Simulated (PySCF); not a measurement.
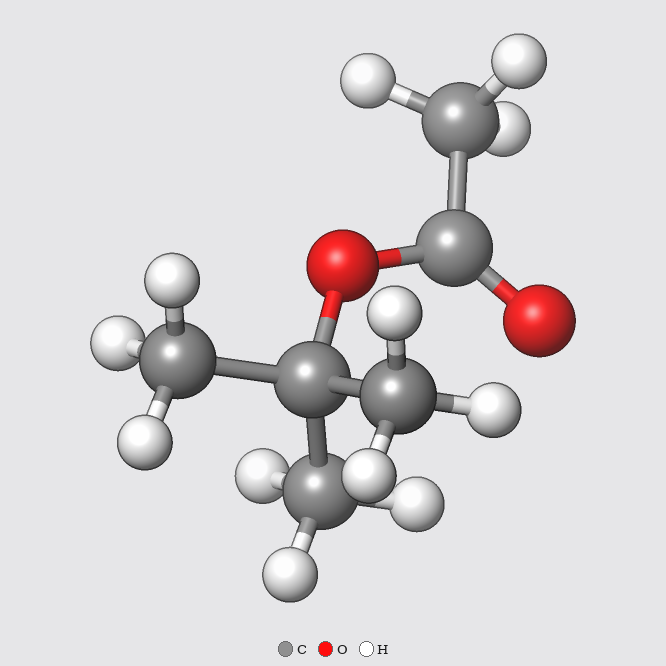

Rendered structure (ball-and-stick style).

The computed structure is the end point of a GFN2-xTB optimisation. No frequency run is at hand to confirm it as a minimum.

Question: Give the formula.

Answer: C₆H₁₂O₂, 20 atoms: 6 carbon, 12 hydrogen and 2 oxygen.

Question: Describe its rings.

Answer: It has no ring.

Question: Name some functional groups or characteristic bonds that it holds.

Answer: Among them: ester.

Question: Count the bonded pairs by element.

Answer: 12 C–H, 4 C–C, 3 C–O.

More results for the same structure follow; atom numbers are the same in all pictures, views and colours differ.

**Quadrupole coupling**

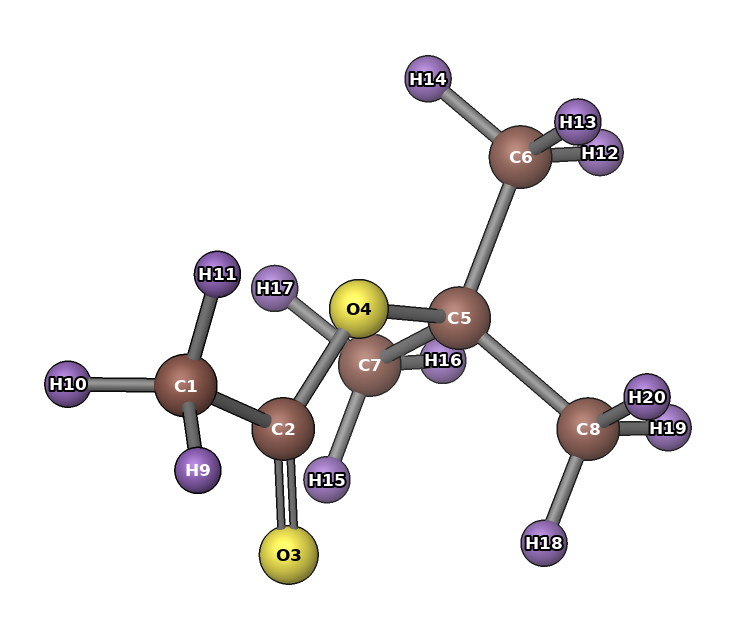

No frequency run is at hand to confirm it as a minimum. Electric field gradients from the ground-state density, PBE0/pcSseg-1 (PySCF 2.14.0), non-relativistic apart from any core potentials.

Give the largest field-gradient component, the quadrupole coupling constant and the asymmetry for 17O at O3 (Q = −25.6 mb), 17O at O4 (Q = −25.6 mb), 2H at H9 (Q = 2.86 mb), 2H at H10 (Q = 2.86 mb), 2H at H11 (Q = 2.86 mb), 2H at H12 (Q = 2.86 mb).

| atom | V_zz (a.u.) | e²qQ/h (MHz) | η |
| --- | --- | --- | --- |
| O3 | −1.623 | 9.76 | 0.12 |
| O4 | 1.667 | −10.03 | 0.26 |
| H9 | 0.314 | 0.211 | 0.03 |
| H10 | 0.313 | 0.211 | 0.03 |
| H11 | 0.315 | 0.212 | 0.02 |
| H12 | 0.317 | 0.213 | 0.03 |

**Bond orders**

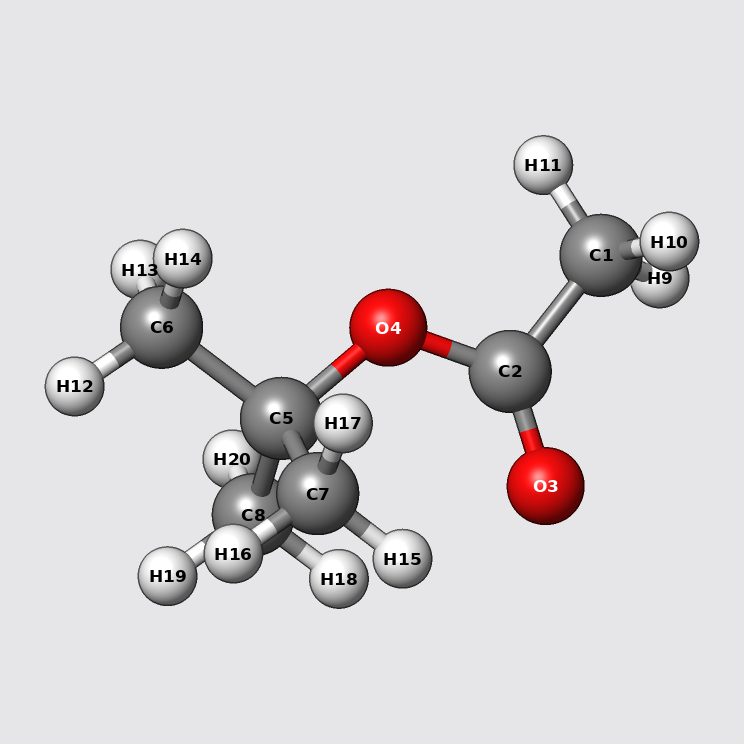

Every bond is drawn as one stick. No frequency run is at hand to confirm it as a minimum. Method: PBE0/pcSseg-1 (PySCF 2.14.0).

Question: Which bond between heavy atoms has the highest Mayer bond order?

Answer: C2–O3, 1.93, at a length of 1.204 Å.

Question: Which bond between heavy atoms has the lowest Mayer bond order?

Answer: O4–C5, 0.76, at 1.452 Å.

List the Mayer bond orders of C1–C2, C2–O3, C2–O4, O4–C5, C5–C6, C5–C7, C5–C8 (bonds between heavy atoms, one of each equivalent set). Atoms whose distances differ by more than 0.02 Å in this geometry are listed apart.

| bond | Mayer order | length (Å) |
| --- | --- | --- |
| C1–C2 | 0.99 | 1.511 |
| C2–O3 | 1.93 | 1.204 |
| C2–O4 | 1.11 | 1.329 |
| O4–C5 | 0.76 | 1.452 |
| C5–C6 | 1.04 | 1.529 |
| C5–C7 | 1.02 | 1.528 |
| C5–C8 | 1.02 | 1.528 |

**Electronic properties**

No frequency run is at hand to confirm it as a minimum. Properties computed with PBE0/pcSseg-1, gas phase (PySCF 2.14.0).

Question: Estimate the dipole moment.

Answer: 1.91 D.

Question: Estimate the HOMO energy (Kohn–Sham orbital).

Answer: −7.65 eV.

Question: What is the HOMO–LUMO gap?

Answer: 8.14 eV.
